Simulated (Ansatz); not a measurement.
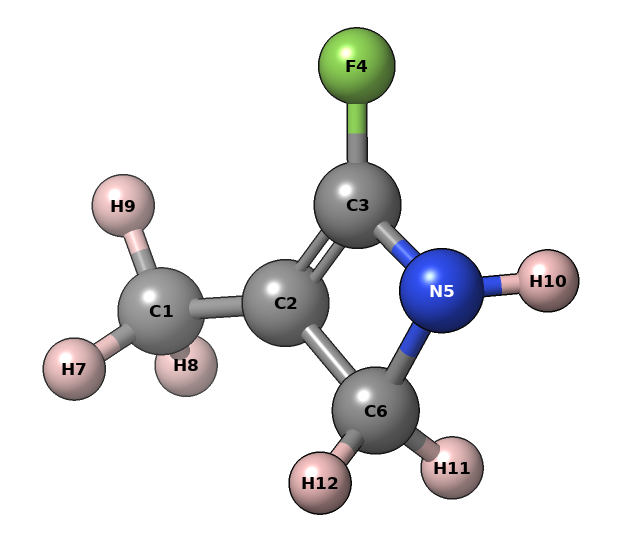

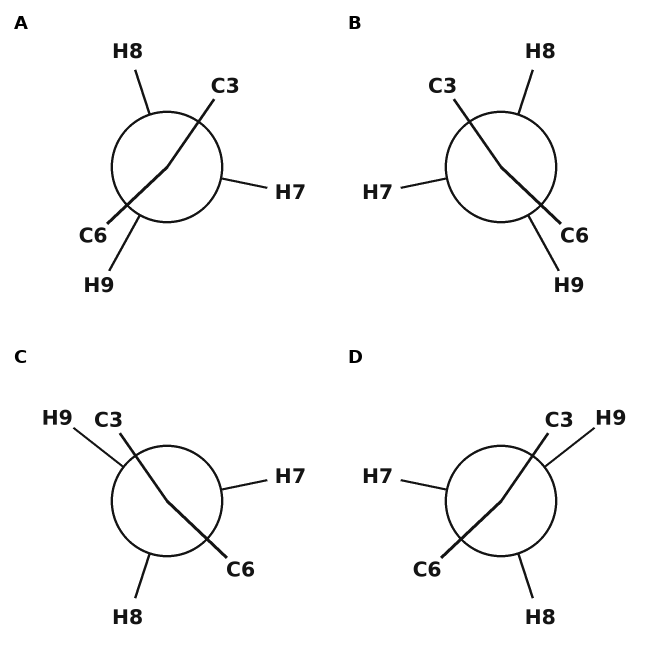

Depth is shown by fading: the farther an atom, the more it takes the colour of the background. Bonds that would overlap in a projection are set slightly apart. The geometry was computed by an optimisation with PBE0-D4/def2-TZVP. No frequency run is at hand to confirm it as a minimum.

Question: Which Newman projection shows the view along C2–C1, with C2 in front?

Answer: D. The torsion angle C6–C2–C1–H7 is 55°, synclinal (gauche).
